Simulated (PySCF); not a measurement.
Mean static polarisability of neutral xenon ([Xe]). Finite fields; PySCF, x2c-TZVPPall plus 1 diffuse shell for each l, spin-free X2C-1e, unrestricted single determinants, no spin-orbit coupling. 46 core electrons frozen.

The results, method by method:

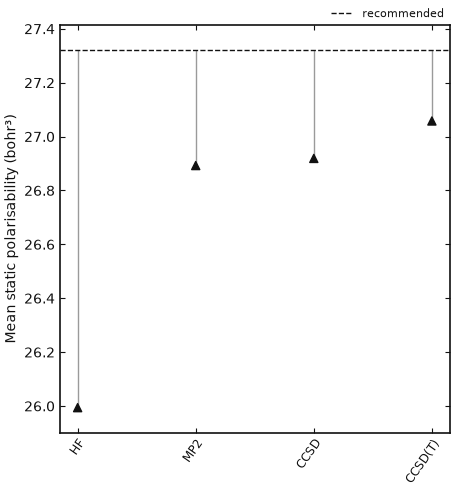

| Method | Mean static polarisability (bohr³) |
| --- | --- |
| HF | 25.99 |
| MP2 | 26.89 |
| CCSD | 26.92 |
| CCSD(T) | 27.06 |

The values run from 25.99 bohr³ (HF) to 27.06 bohr³ (CCSD(T)). The recommended value is 27.32 ± 0.2 bohr³; nearest to it come CCSD(T) (−0.26) and CCSD (−0.40), furthest HF (−1.33 bohr³).
